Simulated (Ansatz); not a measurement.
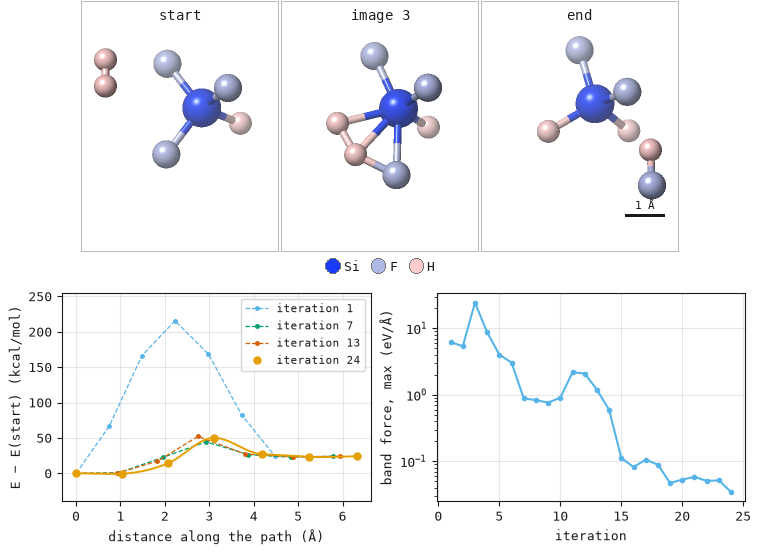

NEB run on SiH$_{3}$F$_{3}$, made up of SiHF3 and H2. Images are numbered from 0 (start) to 6 (end). The plot follows the band through its iterations. Style: ball-and-stick. Shown from a free direction.

All numbers below come from RKS PBE0-D4/def2-SVP (Ansatz).

The input:
```yaml
crystal:
  periodic: [false, false, false]
  atoms:
    - {symbol: Si, position_ang: [0.193034, 0.943587, -0.323431]}
    - {symbol: F, position_ang: [1.514128, 0.138552, -0.038785]}
    - {symbol: F, position_ang: [-0.671529, 0.128898, -1.354583]}
    - {symbol: F, position_ang: [-0.616262, 1.059289, 1.020002]}
    - {symbol: H, position_ang: [0.504590, 2.270409, -0.850702]}
    - {symbol: H, position_ang: [-0.146031, -2.268442, 0.972348]}
    - {symbol: H, position_ang: [-0.777929, -2.272292, 0.575150]}
basis:
  gaussian: {orbitals: def2-SVP}
hamiltonian: {xc: pbe0, dispersion: d4}
neb:
  images: 5
  climbing: true
  max_iterations: 40
  initial_path: idpp
  final_atoms:
    - {symbol: Si, position_ang: [-0.640457, 0.240920, -0.605993]}
    - {symbol: F, position_ang: [2.038722, -0.940729, 1.266342]}
    - {symbol: F, position_ang: [-1.993030, 1.024278, -0.854245]}
    - {symbol: F, position_ang: [-0.282043, 0.423335, 0.946236]}
    - {symbol: H, position_ang: [0.432295, 0.868625, -1.394025]}
    - {symbol: H, position_ang: [1.305569, -0.423434, 1.494777]}
    - {symbol: H, position_ang: [-0.861057, -1.192995, -0.853091]}
```

Run as
```bash
ansatz run in.yaml --threads 2 --pin off --events-out ev --progress --plain --max-ram 4352MiB
```

Did the band converge, and can the barrier be trusted?

The run is converged, with reservations. The band converged in 24 iterations. The largest component of the band force went from 6.3 to 0.035 eV/Å. The climbing image converged on the top of the path. Its curvatures weren't checked. The largest force component is 0.95 eV/Å at the start and 1.01 eV/Å at the end; an end with forces this large is no minimum, and the barrier measured from it can be far off. The first iteration put the highest image at 215.7 kcal/mol. The energy climbs by 50.3 kcal/mol to image 3 and then falls by 26.1 kcal/mol, so the end point sits at +24.2 kcal/mol. Image 1 lies below both ends, at −0.4 kcal/mol, so an end isn't at the bottom of its valley.

Limits of the set-up: the start holds two separate molecules, 3.1 Å apart at their closest, whose relative position is a soft coordinate.

The run took roughly 5 core-minutes on a shared host.
